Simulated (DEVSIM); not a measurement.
Device: Ru/SiO2/p-Si capacitor, at 400 K.

| layer (left to right) | material | thickness (nm) | Na (cm⁻³) |
|---|---|---|---|
| 1 | SiO2 | 18.0 | - |
| 2 | Si | 550 | 1.1e18 |

Metal gate on the left, work function 4.7 eV. Fixed charge at the semiconductor interface 4.95e11 cm⁻² (in units of +e); no interface traps.

The device is made up for the run: typed textbook-type constants, with dimensions and the other settings drawn at random. Values at 300 K; Nc and Nv go as T^1.5, mobilities as T to minus their exponent, the gap by Varshni's rule with the affinity fixed.

```csv
parameter,SiO2,Si
gap (eV),9,1.124
affinity (eV),0.9,4.05
permittivity,3.9,11.7
Nc (cm⁻³),-,2.86e19
Nv (cm⁻³),-,3.1e19
Varshni α (eV/K),-,0.000473
Varshni β (K),-,636
```

Model (solved in DEVSIM): 1D Poisson equation in equilibrium, Boltzmann statistics, complete ionisation; no quantum confinement or tunnelling. Metal contacts follow the ideal Schottky-Mott rule: no Fermi-level pinning, no interface dipoles.

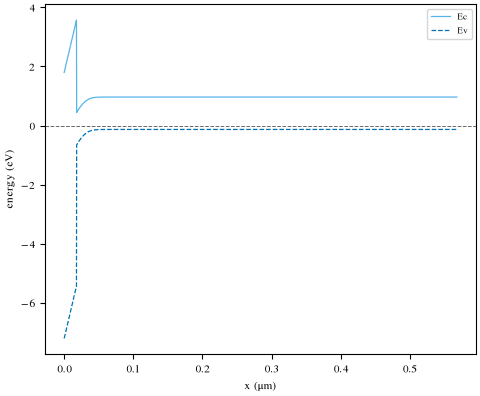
Fig. 1. Band edges at 2.0 V on the gate

Energies count from the Fermi level of the right contact; mesh points crowd at the junctions.

| x (μm) | Ec (eV) | Ev (eV) | n (cm⁻³) | p (cm⁻³) | field (V/cm) |
|---|---|---|---|---|---|
| 0.000 | 1.800 | -7.200 | < 1e2 | < 1e2 | 1000000 |
| 0.001074 | 1.907 | -7.093 | < 1e2 | < 1e2 | 1000000 |
| 0.003008 | 2.100 | -6.900 | < 1e2 | < 1e2 | 1000000 |
| 0.006729 | 2.470 | -6.530 | < 1e2 | < 1e2 | 1000000 |
| 0.01307 | 3.102 | -5.898 | < 1e2 | < 1e2 | 1000000 |
| 0.01596 | 3.390 | -5.610 | < 1e2 | < 1e2 | 1000000 |
| 0.01747 | 3.539 | -5.461 | < 1e2 | < 1e2 | 1000000 |
| 0.01877 | 0.473 | -0.624 | 4.9e13 | 6.6e11 | 400000 |
| 0.02063 | 0.544 | -0.553 | 6.2e12 | 5.2e12 | 360000 |
| 0.02429 | 0.665 | -0.431 | 1.8e11 | 1.8e14 | 300000 |
| 0.03149 | 0.838 | -0.258 | 1.2e9 | 2.7e16 | 180000 |
| 0.05328 | 0.965 | -0.132 | 3.1e7 | 1.0e18 | 4100 |
| 0.08843 | 0.966 | -0.130 | 2.9e7 | 1.1e18 | ≈ 0 |
| 0.1575 | 0.966 | -0.130 | 2.9e7 | 1.1e18 | ≈ 0 |
| 0.3511 | 0.966 | -0.130 | 2.9e7 | 1.1e18 | ≈ 0 |
| 0.4618 | 0.966 | -0.130 | 2.9e7 | 1.1e18 | ≈ 0 |
| 0.5145 | 0.966 | -0.130 | 2.9e7 | 1.1e18 | ≈ 0 |
| 0.5413 | 0.966 | -0.130 | 2.9e7 | 1.1e18 | ≈ 0 |
| 0.5580 | 0.966 | -0.130 | 2.9e7 | 1.1e18 | ≈ 0 |
| 0.5635 | 0.966 | -0.130 | 2.9e7 | 1.1e18 | ≈ 0 |
| 0.5663 | 0.966 | -0.130 | 2.9e7 | 1.1e18 | ≈ 0 |
| 0.5680 | 0.966 | -0.130 | 2.9e7 | 1.1e18 | ≈ 0 |
